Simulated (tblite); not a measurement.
## Geometry relaxation, with input and output: C2H6FO2Si2 (part 1 of 2)

The run: geometry relaxation of C2H6FO2Si2, multiplicity 2. Method and program: GFN2-xTB geometry optimisation, gas phase (tblite 0.8.0).

It belongs to a series of runs on one base structure; here: H removed from sp2 C.

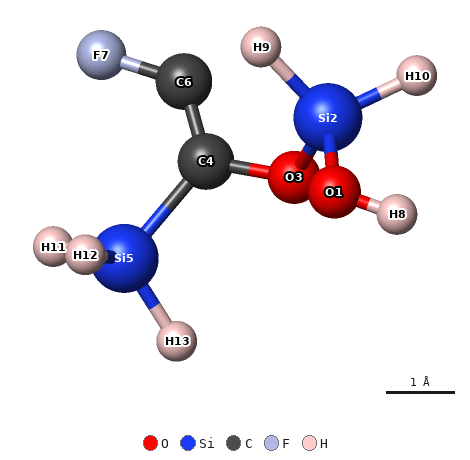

The structure as given in the input (ball-and-stick view, seen at a tilt; atoms are numbered from 1 in the order of the input). Bond lengths as drawn: C–C 1.29 Å, C–F 1.36 Å, C–O 1.39 Å, C–Si 1.87 Å, H–O 0.98 Å, H–Si 1.46 to 1.48 Å and O–Si 1.72 to 1.73 Å.

## Key numbers

- outcome: converged
- total energy: −643.7764 eV
- hardware: 1 CPU thread, shared host
- peak memory: 0.18 GiB

## Input
```
{"job": {"kind": "relax", "xc": "GFN2-xTB", "basis": "xTB"}, "charge": 0, "multiplicity": 2}
O      2.360800    -0.877400     0.947800
Si     1.907500     0.239900    -0.279600
O      0.515200    -0.386000    -1.095200
C     -0.688300     0.268400    -0.836900
Si    -2.031500    -0.702800     0.035900
C     -0.823000     1.504800    -1.186600
F     -1.917900     2.280800    -0.997300
H      3.040900    -1.489500     0.584200
H      1.593200     1.531400     0.360300
H      3.052100     0.414100    -1.167600
H     -3.361500    -0.165800    -0.332500
H     -1.768200    -0.516100     1.464400
H     -1.883600    -2.101400    -0.375800
```

The first line tells a small driver script what to run in tblite; the rest is the geometry in Å.

Launched with:
```bash
OMP_NUM_THREADS=1 python <driver script> task.json out
```

## The program's output
```
step      E/eV     max force
  0    -643.07441    2.362
  1    -643.28574    1.521
  2    -643.39195    1.157
  3    -643.42461    0.690
  4    -643.45601    0.453
  5    -643.47106    0.542
  6    -643.49970    0.528
  7    -643.51869    0.307
  8    -643.53007    0.297
  9    -643.53929    0.321
 10    -643.54885    0.401
 11    -643.56079    0.401
 12    -643.57461    0.280
 13    -643.58561    0.261
 14    -643.59143    0.198
 15    -643.59541    0.191
 16    -643.60032    0.182
 17    -643.60615    0.213
 18    -643.61196    0.246
 19    -643.61717    0.203
 20    -643.62235    0.191
 21    -643.62758    0.213
 22    -643.63339    0.265
 23    -643.63971    0.323
 24    -643.64707    0.301
 25    -643.65709    0.399
 26    -643.67068    0.458
 27    -643.68273    0.304
 28    -643.68717    0.285
 29    -643.68350    0.587
 30    -643.69438    0.183
 31    -643.69827    0.165
 32    -643.71068    0.265
 33    -643.71821    0.281
 34    -643.72443    0.174
 35    -643.72806    0.188
 36    -643.73118    0.096
 37    -643.73459    0.218
 38    -643.74013    0.259
 39    -643.74506    0.251
 40    -643.75276    0.217
 41    -643.75493    0.100
 42    -643.75651    0.141
 43    -643.75870    0.146
 44    -643.76115    0.145
 45    -643.76304    0.120
 46    -643.76428    0.124
 47    -643.76511    0.104
 48    -643.76636    0.084
 49    -643.76740    0.084
 50    -643.76808    0.065
 51    -643.76865    0.061
 52    -643.76925    0.070
 53    -643.77000    0.080
 54    -643.77090    0.086
 55    -643.77193    0.076
 56    -643.77292    0.083
 57    -643.77367    0.066
 58    -643.77416    0.056
 59    -643.77455    0.083
 60    -643.77491    0.057
 61    -643.77526    0.050
 62    -643.77551    0.041
 63    -643.77561    0.041
 64    -643.77579    0.037
 65    -643.77594    0.038
 66    -643.77608    0.029
 67    -643.77616    0.019
 68    -643.77622    0.022
 69    -643.77626    0.022
 70    -643.77629    0.018
 71    -643.77633    0.017
 72    -643.77635    0.014
 73    -643.77637    0.009
```

## Trajectory as extended XYZ (Å, eV, eV/Å), 36 of the 74 frames kept, from step=0 to step=73
```
13
Properties=species:S:1:pos:R:3:forces:R:3 step=0 energy=-643.07441
O     2.3608   -0.8774    0.9478    0.3730   0.5990  -2.2540
Si    1.9075    0.2399   -0.2796   -0.5860  -1.2590   0.8510
O     0.5152   -0.3860   -1.0952    0.6850   0.9320   1.5390
C    -0.6883    0.2684   -0.8369    1.5460  -0.2430  -0.9630
Si   -2.0315   -0.7028    0.0359   -0.8080  -0.6300   0.3870
C    -0.8230    1.5048   -1.1866   -0.9140   1.2060  -0.0250
F    -1.9179    2.2808   -0.9973    0.5320  -0.4000  -0.1260
H     3.0409   -1.4895    0.5842   -0.8670   0.5820   0.7620
H     1.5932    1.5314    0.3603   -0.0420  -0.5290  -0.0540
H     3.0521    0.4141   -1.1676   -0.2700  -0.2190  -0.2010
H    -3.3615   -0.1658   -0.3325    0.3730  -0.0700   0.0480
H    -1.7682   -0.5161    1.4644   -0.0270  -0.0330   0.0360
H    -1.8836   -2.1014   -0.3758    0.0060   0.0640   0.0010
13
Properties=species:S:1:pos:R:3:forces:R:3 step=2 energy=-643.39195
O     2.3633   -0.8472    0.8707   -0.1030  -0.1640   0.2720
Si    1.8907    0.2003   -0.2540    0.2640   0.9360  -0.6270
O     0.5489   -0.3540   -1.0351   -0.0360   0.1150   0.5470
C    -0.6491    0.2833   -0.8751   -0.0790  -0.6030   0.0370
Si   -2.0528   -0.7215    0.0466    0.3700   0.0910  -0.0940
C    -0.8375    1.5186   -1.1848    0.1620   0.7440  -0.2400
F    -1.9134    2.2746   -0.9998   -0.2850   0.0250  -0.0420
H     3.0194   -1.4781    0.6082    0.2040  -0.3160   0.1450
H     1.5917    1.5073    0.3586   -0.0100  -0.4590   0.0620
H     3.0363    0.4042   -1.1739   -0.5050  -0.2020  -0.0390
H    -3.3485   -0.1678   -0.3311    0.0400   0.0360  -0.0320
H    -1.7697   -0.5178    1.4666   -0.0280  -0.0470   0.0440
H    -1.8837   -2.1013   -0.3760    0.0050  -0.1570  -0.0330
13
Properties=species:S:1:pos:R:3:forces:R:3 step=4 energy=-643.45601
O     2.3603   -0.8475    0.8628   -0.0610   0.0930  -0.1340
Si    1.9021    0.2281   -0.2705    0.1860  -0.1400   0.1990
O     0.5530   -0.3445   -0.9995   -0.2310  -0.0340   0.2050
C    -0.6504    0.2806   -0.8853   -0.1270   0.3730  -0.0650
Si   -2.0398   -0.7207    0.0434    0.1780   0.0430  -0.1050
C    -0.8294    1.5356   -1.1904   -0.0010  -0.0510   0.0610
F    -1.9265    2.2742   -1.0027   -0.0440  -0.1200  -0.1210
H     3.0217   -1.4878    0.6210    0.0300  -0.1120   0.1470
H     1.5903    1.4849    0.3633   -0.0730   0.1210   0.2830
H     3.0121    0.3933   -1.1806    0.0020  -0.0710  -0.4470
H    -3.3429   -0.1668   -0.3322    0.1340  -0.0020  -0.0110
H    -1.7713   -0.5206    1.4690   -0.0070  -0.0490  -0.0050
H    -1.8835   -2.1083   -0.3774    0.0150  -0.0510  -0.0070
13
Properties=species:S:1:pos:R:3:forces:R:3 step=6 energy=-643.49970
O     2.3582   -0.8455    0.8422    0.1440  -0.1090   0.0690
Si    1.9215    0.2444   -0.2733   -0.2180  -0.2930   0.1610
O     0.5420   -0.3347   -0.9433   -0.1120  -0.0520  -0.0270
C    -0.6555    0.3006   -0.9004    0.0950   0.1150   0.1710
Si   -2.0160   -0.7188    0.0335   -0.0950  -0.0600  -0.0070
C    -0.8236    1.5568   -1.1929   -0.1120   0.0880   0.0380
F    -1.9437    2.2650   -1.0160   -0.0450  -0.0180  -0.1780
H     3.0217   -1.5026    0.6484   -0.0510   0.0130   0.0960
H     1.5834    1.4712    0.3912    0.0040   0.2880   0.2990
H     2.9880    0.3762   -1.2251    0.1470   0.0100  -0.5070
H    -3.3252   -0.1662   -0.3342    0.1560  -0.0180  -0.0120
H    -1.7733   -0.5276    1.4702    0.0340  -0.0530  -0.1110
H    -1.8818   -2.1184   -0.3793    0.0540   0.0910   0.0080
13
Properties=species:S:1:pos:R:3:forces:R:3 step=8 energy=-643.53007
O     2.3629   -0.8502    0.8334    0.0830  -0.0040   0.1310
Si    1.9296    0.2487   -0.2711   -0.1300  -0.0580  -0.0040
O     0.5264   -0.3302   -0.8985    0.0930   0.0070  -0.1080
C    -0.6573    0.3234   -0.9013    0.1140  -0.0580   0.2680
Si   -1.9994   -0.7196    0.0244   -0.1710  -0.0790   0.0710
C    -0.8230    1.5783   -1.1932   -0.1040   0.0700   0.0180
F    -1.9631    2.2578   -1.0380   -0.0830   0.0900  -0.1900
H     3.0218   -1.5171    0.6757    0.0430  -0.0420   0.0080
H     1.5794    1.4726    0.4304    0.1680  -0.0070   0.0700
H     2.9705    0.3617   -1.2878   -0.1950   0.0070  -0.0900
H    -3.3027   -0.1661   -0.3371    0.0230   0.0190  -0.0480
H    -1.7727   -0.5367    1.4648    0.0700  -0.0490  -0.1100
H    -1.8768   -2.1221   -0.3808    0.0900   0.1040  -0.0160
13
Properties=species:S:1:pos:R:3:forces:R:3 step=10 energy=-643.54885
O     2.3722   -0.8533    0.8412    0.0130   0.1400   0.0040
Si    1.9263    0.2442   -0.2673    0.1380   0.0600   0.0320
O     0.5223   -0.3296   -0.8903    0.0630   0.0920  -0.0430
C    -0.6537    0.3358   -0.8798   -0.0830   0.0250   0.1280
Si   -2.0028   -0.7242    0.0242    0.0120   0.0420  -0.0010
C    -0.8301    1.5870   -1.1901   -0.0350  -0.1050   0.0300
F    -1.9779    2.2607   -1.0637   -0.0340   0.0470  -0.1370
H     3.0250   -1.5264    0.6882    0.0560  -0.0490  -0.0230
H     1.5909    1.4757    0.4555    0.2190  -0.2260  -0.0780
H     2.9488    0.3562   -1.3258   -0.3620  -0.0200   0.1710
H    -3.2915   -0.1643   -0.3426   -0.1430   0.0650  -0.0800
H    -1.7667   -0.5449    1.4544    0.0680  -0.0370   0.0610
H    -1.8672   -2.1164   -0.3830    0.0870  -0.0370  -0.0660
13
Properties=species:S:1:pos:R:3:forces:R:3 step=13 energy=-643.58561
O     2.4028   -0.8455    0.8538    0.0900   0.0520  -0.0030
Si    1.9336    0.2397   -0.2550    0.0590  -0.0630   0.0520
O     0.5202   -0.3078   -0.8700   -0.1360   0.1470   0.1250
C    -0.6548    0.3614   -0.8242   -0.1800   0.0310  -0.1870
Si   -2.0100   -0.7281    0.0230    0.0560   0.0760  -0.0340
C    -0.8525    1.5966   -1.1813    0.0120  -0.0590  -0.0440
F    -2.0099    2.2697   -1.1367    0.0990  -0.0920   0.0030
H     3.0318   -1.5462    0.7140   -0.0280   0.0270  -0.0580
H     1.6477    1.4501    0.4986    0.1490  -0.0200   0.0060
H     2.8539    0.3412   -1.3832   -0.0390  -0.0120   0.0700
H    -3.2881   -0.1518   -0.3653   -0.1040  -0.0050  -0.0170
H    -1.7447   -0.5681    1.4462   -0.0080  -0.0380   0.1680
H    -1.8343   -2.1108   -0.3989    0.0290  -0.0450  -0.0820
13
Properties=species:S:1:pos:R:3:forces:R:3 step=15 energy=-643.59541
O     2.4173   -0.8398    0.8537    0.0990  -0.0130   0.0940
Si    1.9401    0.2389   -0.2504   -0.1070  -0.0400   0.0110
O     0.5125   -0.2902   -0.8450   -0.0670  -0.0110   0.0920
C    -0.6645    0.3707   -0.8220   -0.0510  -0.0520  -0.1120
Si   -2.0068   -0.7258    0.0206   -0.0810  -0.0290   0.0650
C    -0.8573    1.6026   -1.1833    0.0160   0.0710  -0.0990
F    -2.0175    2.2666   -1.1600    0.0000  -0.0040  -0.0010
H     3.0321   -1.5532    0.7226   -0.0010  -0.0150  -0.0850
H     1.6732    1.4376    0.5153    0.1320   0.1210   0.0670
H     2.8186    0.3328   -1.4018    0.1010  -0.0020  -0.0300
H    -3.2902   -0.1486   -0.3730   -0.0050  -0.0620   0.0340
H    -1.7394   -0.5785    1.4533   -0.0420  -0.0450   0.0080
H    -1.8226   -2.1126   -0.4088    0.0080   0.0810  -0.0440
13
Properties=species:S:1:pos:R:3:forces:R:3 step=17 energy=-643.60615
O     2.4422   -0.8322    0.8638    0.0480   0.0120   0.0390
Si    1.9391    0.2333   -0.2423   -0.0620   0.1010   0.0130
O     0.4970   -0.2733   -0.8134    0.0290  -0.2000   0.0660
C    -0.6826    0.3779   -0.8291    0.0890  -0.0280   0.0270
Si   -2.0113   -0.7246    0.0239   -0.1070  -0.0590   0.0740
C    -0.8613    1.6102   -1.1941   -0.0240   0.0520  -0.0900
F    -2.0246    2.2636   -1.1859   -0.1040   0.1090  -0.0400
H     3.0333   -1.5623    0.7205    0.0010  -0.0520  -0.0950
H     1.7168    1.4353    0.5377    0.1080   0.0840   0.0220
H     2.7889    0.3245   -1.4199    0.0810  -0.0250   0.0330
H    -3.2961   -0.1510   -0.3785    0.0210  -0.0860   0.0760
H    -1.7373   -0.5942    1.4631   -0.0660  -0.0380  -0.1130
H    -1.8086   -2.1067   -0.4247   -0.0140   0.1320  -0.0110
13
Properties=species:S:1:pos:R:3:forces:R:3 step=19 energy=-643.61717
O     2.4715   -0.8225    0.8794    0.0070   0.0320  -0.1250
Si    1.9323    0.2298   -0.2302    0.0870   0.1330   0.0360
O     0.4826   -0.2714   -0.7879    0.0460  -0.1720   0.0980
C    -0.6976    0.3806   -0.8356    0.1050   0.0590   0.1400
Si   -2.0258   -0.7255    0.0330    0.0450   0.0330  -0.0610
C    -0.8679    1.6128   -1.2114   -0.0750  -0.0830  -0.0250
F    -2.0319    2.2681   -1.2099   -0.0540   0.0800  -0.0670
H     3.0334   -1.5706    0.7031   -0.0630  -0.0100  -0.0640
H     1.7708    1.4428    0.5542    0.0320   0.0060  -0.0290
H     2.7728    0.3182   -1.4222    0.0140  -0.0500   0.1010
H    -3.3075   -0.1601   -0.3775   -0.0430  -0.0570   0.0850
H    -1.7406   -0.6112    1.4683   -0.0700  -0.0160  -0.0800
H    -1.7965   -2.0905   -0.4423   -0.0300   0.0460  -0.0090
13
Properties=species:S:1:pos:R:3:forces:R:3 step=21 energy=-643.62758
O     2.4944   -0.8134    0.8817    0.0010   0.0170  -0.1300
Si    1.9311    0.2363   -0.2194    0.0940   0.0050  -0.0230
O     0.4755   -0.2830   -0.7595    0.0050   0.1030   0.1240
C    -0.6997    0.3846   -0.8313    0.0120   0.0670   0.1690
Si   -2.0347   -0.7242    0.0358    0.1230   0.0980  -0.1430
C    -0.8782    1.6104   -1.2281   -0.0230  -0.1390   0.0190
F    -2.0402    2.2770   -1.2314    0.0900  -0.0730  -0.0620
H     3.0280   -1.5773    0.6835   -0.0870   0.0060  -0.0470
H     1.8131    1.4519    0.5643   -0.0410   0.0250  -0.0200
H     2.7663    0.3099   -1.4155    0.0020  -0.0270   0.0630
H    -3.3193   -0.1727   -0.3686   -0.1060  -0.0090   0.0610
H    -1.7499   -0.6250    1.4658   -0.0470   0.0040   0.0280
H    -1.7907   -2.0739   -0.4563   -0.0220  -0.0760  -0.0400
13
Properties=species:S:1:pos:R:3:forces:R:3 step=23 energy=-643.63971
O     2.5261   -0.8008    0.8721    0.0460  -0.0560   0.0050
Si    1.9389    0.2487   -0.2091   -0.0110  -0.0490  -0.0320
O     0.4663   -0.2820   -0.6984   -0.0120   0.3120   0.0820
C    -0.7003    0.3984   -0.8101   -0.0530   0.0210   0.1390
Si   -2.0343   -0.7175    0.0280   -0.0330  -0.0230  -0.0240
C    -0.8926    1.6072   -1.2476    0.1280  -0.0530   0.0180
F    -2.0515    2.2809   -1.2736    0.1450  -0.1800  -0.0480
H     3.0153   -1.5913    0.6653   -0.0860  -0.0090  -0.0560
H     1.8660    1.4582    0.5860   -0.0730   0.0620  -0.0310
H     2.7425    0.2923   -1.4203    0.0600   0.0300  -0.0610
H    -3.3362   -0.1875   -0.3558   -0.0600   0.0020   0.0440
H    -1.7630   -0.6456    1.4630   -0.0330   0.0160   0.0150
H    -1.7814   -2.0605   -0.4785   -0.0180  -0.0720  -0.0500
13
Properties=species:S:1:pos:R:3:forces:R:3 step=25 energy=-643.65709
O     2.5771   -0.7858    0.8576    0.0830  -0.1300   0.0920
Si    1.9528    0.2645   -0.1958    0.0030   0.0430   0.0250
O     0.4516   -0.2487   -0.5957    0.0320   0.2030   0.0190
C    -0.7078    0.4235   -0.7685   -0.0350   0.0240   0.0570
Si   -2.0367   -0.7120    0.0158   -0.2700  -0.2320   0.1810
C    -0.9016    1.6032   -1.2735    0.2230   0.0770   0.0230
F    -2.0596    2.2700   -1.3448    0.0660  -0.1430  -0.0630
H     2.9909   -1.6157    0.6403   -0.0920  -0.0110  -0.0560
H     1.9395    1.4660    0.6193   -0.0620   0.0470  -0.0980
H     2.7008    0.2669   -1.4415    0.0630   0.0840  -0.1000
H    -3.3626   -0.2066   -0.3369    0.0490  -0.0110   0.0230
H    -1.7824   -0.6763    1.4609   -0.0290   0.0130  -0.0770
H    -1.7665   -2.0485   -0.5161   -0.0310   0.0360  -0.0250
13
Properties=species:S:1:pos:R:3:forces:R:3 step=27 energy=-643.68273
O     2.6549   -0.7738    0.8345    0.0140  -0.0840   0.0380
Si    1.9779    0.2903   -0.1754    0.0920   0.0320   0.0580
O     0.4377   -0.1761   -0.4407    0.0520  -0.1060   0.0290
C    -0.7193    0.4621   -0.6964    0.0050   0.0060  -0.0620
Si   -2.0602   -0.7206    0.0082   -0.1800  -0.1700   0.1760
C    -0.8933    1.5938   -1.3070    0.1080   0.0820   0.1370
F    -2.0558    2.2364   -1.4520   -0.0240  -0.0290  -0.1260
H     2.9409   -1.6492    0.5915   -0.0770  -0.0170  -0.0260
H     2.0342    1.4839    0.6489    0.0030   0.0730  -0.1220
H     2.6534    0.2394   -1.4674   -0.0160   0.1410  -0.0330
H    -3.4048   -0.2369   -0.3020    0.0800  -0.0030  -0.0510
H    -1.8177   -0.7170    1.4531   -0.0060  -0.0250  -0.0210
H    -1.7523   -2.0318   -0.5742   -0.0520   0.1010   0.0040
13
Properties=species:S:1:pos:R:3:forces:R:3 step=29 energy=-643.68350
O     2.6853   -0.7815    0.8209   -0.1790   0.5230   0.1410
Si    1.9961    0.3016   -0.1651    0.0510  -0.0320   0.0460
O     0.4428   -0.1362   -0.3756   -0.0780  -0.3430   0.0970
C    -0.7214    0.4759   -0.6603    0.1050  -0.3790   0.0700
Si   -2.0884   -0.7402    0.0176    0.2320   0.2110  -0.0980
C    -0.8711    1.5860   -1.3059   -0.1810   0.2740   0.0520
F    -2.0386    2.2073   -1.5021   -0.0370   0.0670  -0.1620
H     2.9040   -1.6584    0.5590    0.0830  -0.5600  -0.1540
H     2.0595    1.5030    0.6346    0.0870   0.1650  -0.0050
H     2.6480    0.2460   -1.4671   -0.0130   0.1300  -0.0760
H    -3.4241   -0.2510   -0.2844   -0.0520   0.0380  -0.1040
H    -1.8387   -0.7304    1.4482    0.0230  -0.0700   0.2170
H    -1.7578   -2.0217   -0.5989   -0.0410  -0.0250  -0.0240
13
Properties=species:S:1:pos:R:3:forces:R:3 step=31 energy=-643.69827
O     2.6879   -0.7755    0.8276   -0.0340  -0.0500  -0.0340
Si    1.9929    0.2997   -0.1615   -0.0250   0.0040  -0.0110
O     0.4364   -0.1526   -0.3757    0.0110  -0.0800   0.0590
C    -0.7228    0.4728   -0.6674    0.0440  -0.1040  -0.0350
Si   -2.0813   -0.7327    0.0166    0.0870   0.0850  -0.0030
C    -0.8830    1.5914   -1.3057   -0.0280   0.0310   0.1600
F    -2.0488    2.2170   -1.5092    0.0540  -0.0470  -0.0950
H     2.9109   -1.6636    0.5632   -0.0600  -0.0120   0.0130
H     2.0765    1.5025    0.6449    0.0250   0.0670  -0.0870
H     2.6354    0.2450   -1.4736   -0.0430   0.1310   0.0150
H    -3.4221   -0.2497   -0.2920    0.0150   0.0210  -0.0700
H    -1.8339   -0.7369    1.4537    0.0020  -0.0470   0.0960
H    -1.7524   -2.0169   -0.6000   -0.0490   0.0000  -0.0090
13
Properties=species:S:1:pos:R:3:forces:R:3 step=33 energy=-643.71821
O     2.6936   -0.7848    0.8217    0.0440  -0.1530  -0.0820
Si    2.0030    0.3067   -0.1509   -0.1860  -0.0280  -0.1490
O     0.4416   -0.1659   -0.3330   -0.0040   0.1530   0.0390
C    -0.7146    0.4582   -0.6565    0.0170   0.0310  -0.0230
Si   -2.0839   -0.7316    0.0286    0.0170   0.0630   0.0070
C    -0.8728    1.5961   -1.2640   -0.0200  -0.0790   0.0410
F    -2.0357    2.1963   -1.5638    0.2190  -0.1590   0.0770
H     2.8793   -1.6817    0.5451   -0.0860   0.1490   0.0670
H     2.0969    1.5343    0.6149    0.0190   0.0180  -0.0090
H     2.6242    0.2850   -1.4775   -0.0550   0.0710   0.0670
H    -3.4247   -0.2517   -0.3024    0.0830   0.0270  -0.0130
H    -1.8430   -0.7559    1.4722   -0.0220  -0.0290  -0.0310
H    -1.7683   -2.0047   -0.6135   -0.0280  -0.0630   0.0090
13
Properties=species:S:1:pos:R:3:forces:R:3 step=35 energy=-643.72806
O     2.7046   -0.7934    0.8015    0.0300   0.0260  -0.0620
Si    2.0116    0.3181   -0.1494   -0.1100  -0.0280  -0.0750
O     0.4468   -0.1458   -0.2700   -0.0440   0.0120   0.0310
C    -0.7063    0.4556   -0.6315   -0.0030  -0.0170   0.0190
Si   -2.0882   -0.7335    0.0332    0.0350  -0.0010  -0.0180
C    -0.8537    1.5931   -1.2385   -0.0420  -0.0250  -0.0730
F    -2.0097    2.1611   -1.6100    0.1460  -0.0720   0.0940
H     2.8396   -1.6971    0.5251   -0.0590   0.0670   0.0320
H     2.1082    1.5610    0.5910    0.0680  -0.0050   0.0410
H     2.6178    0.3127   -1.4821   -0.0710   0.0360   0.0390
H    -3.4291   -0.2566   -0.2987    0.0790   0.0540  -0.0210
H    -1.8609   -0.7714    1.4797   -0.0110  -0.0350  -0.0590
H    -1.7850   -2.0034   -0.6294   -0.0180  -0.0130   0.0520
```
